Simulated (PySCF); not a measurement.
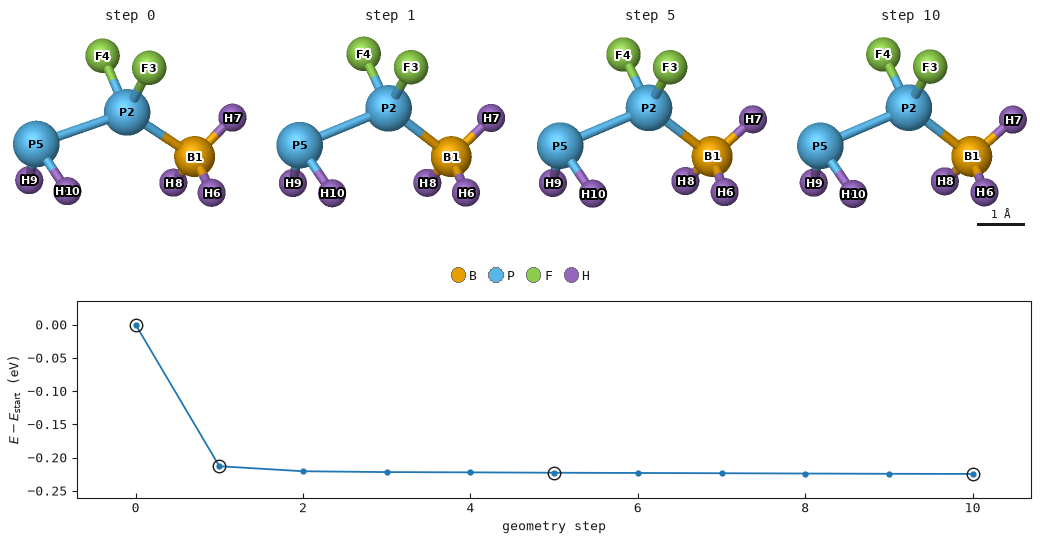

Frames of a relaxation of BP₂H₅F₂, marked on the history of the run. The picture is a ball-and-stick view, seen at a tilt.

The start comes from GFN2-xTB. Its atoms were then displaced at random by about 0.01 Å.

All numbers below come from PBE0-D3(BJ)/def2-SVP geometry optimisation, gas phase (PySCF). 

Question: What happens along the run?

Answer: Over 10 geometry steps the energy falls by 0.225 eV. The atom that moves furthest after the best rigid fit is H8 (0.19 Å). By element the largest moves are H 0.19 Å, P 0.11 Å, F 0.08 Å, B 0.07 Å. Among the contacts that change: P5–H9 1.366 → 1.429 Å, B1–H8 1.180 → 1.222 Å, B1–P2 1.892 → 1.854 Å, P5–H10 1.396 → 1.429 Å. Among the angles between lasting bonds that change: B1–P2–P5 131.7° → 123.7°, F3–P2–F4 93.6° → 100.2°, P2–B1–H8 105.4° → 102.0°. From step 0 to 1: H6 moves most (0.14 Å), energy −0.213 eV. From step 1 to 5: H8 moves most (0.06 Å), energy −0.010 eV. From step 5 to 10: H9 moves most (0.02 Å), energy −0.002 eV.

| step | E − E(0), eV |
| --- | --- |
| 0 | 0.0000 |
| 1 | -0.2130 |
| 2 | -0.2206 |
| 3 | -0.2218 |
| 4 | -0.2222 |
| 5 | -0.2228 |
| 6 | -0.2232 |
| 7 | -0.2236 |
| 8 | -0.2240 |
| 9 | -0.2244 |
| 10 | -0.2246 |
